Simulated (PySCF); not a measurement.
# AlBr₄ (SMILES [Br][Al-]([Br])([Br])[Br]) (charge −1): what the fields show

```xyz
5

Al    0.0127   -0.0200   -0.0016
Br   -0.1311   -0.0837    2.3183
Br    2.2442   -0.0212   -0.6481
Br   -1.0144    1.8966   -0.8222
Br   -1.0366   -1.8821   -0.9085
```

Geometry: PBE0-D3(BJ)/def2-SVP.

The calculation used PySCF 2.14.0, B3LYP/def2-SVPD, SCF density, gas phase.

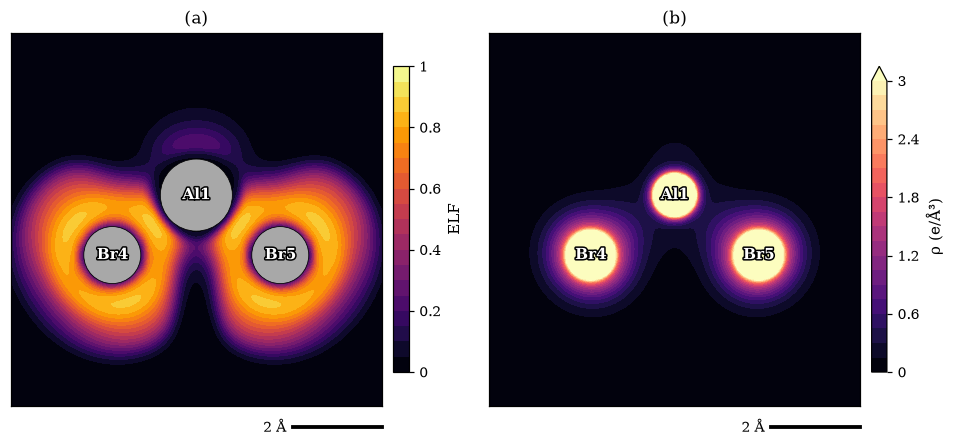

Figure 1. (a) electron localisation function; (b) total electron density on the plane of atoms Br4, Al1 and Br5. Grey discs cover the atomic cores in the ELF map.

**Read the bonding off the picture.**

- The section cuts through Al and Br sites.
- Al–Br (2.32 Å): ρ at the midpoint is about 0.58 e/Å³; the ELF peaks at about 0.85 in the valence shell of Br, 1.1 Å from its nucleus, and is about 0.85 at the midpoint.
- The ELF also peaks beside Br4 and Br5, away from the bonds: lone-pair regions.

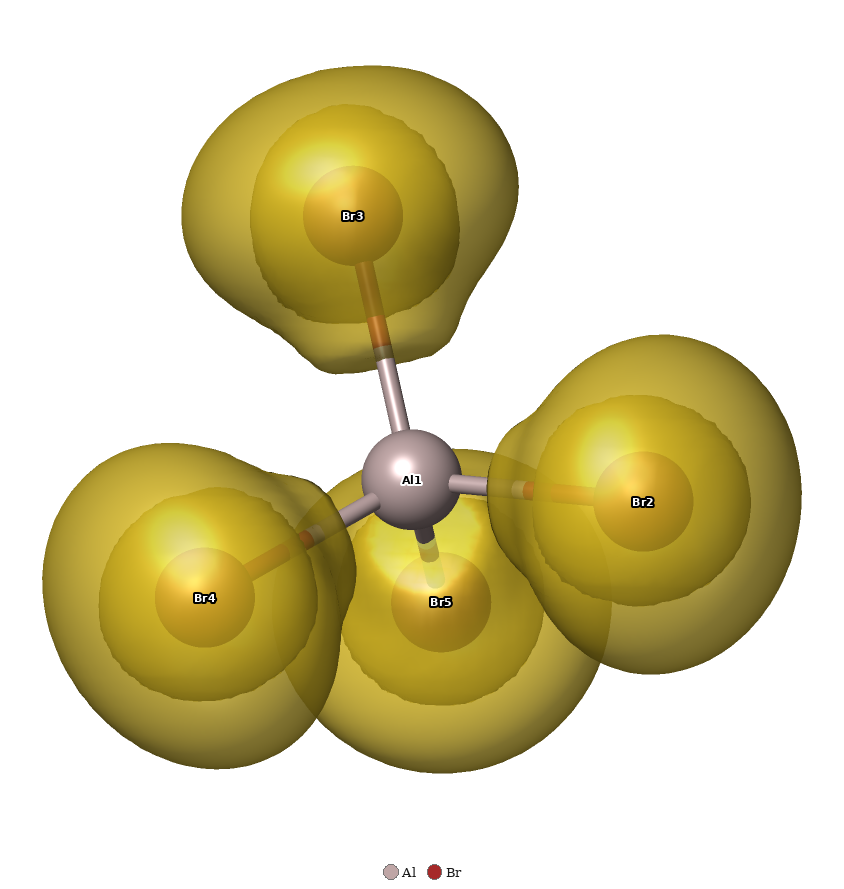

Figure 2. Isosurface of the electron localisation function at 0.75 (yellow), seen at a tilt. Core shells and regions of very low density are left out.

**Identify the bonds, lone pairs and shells in this picture.**

The ELF exceeds this value in four regions on Br in which the atom's valence shell and bonds are merged.
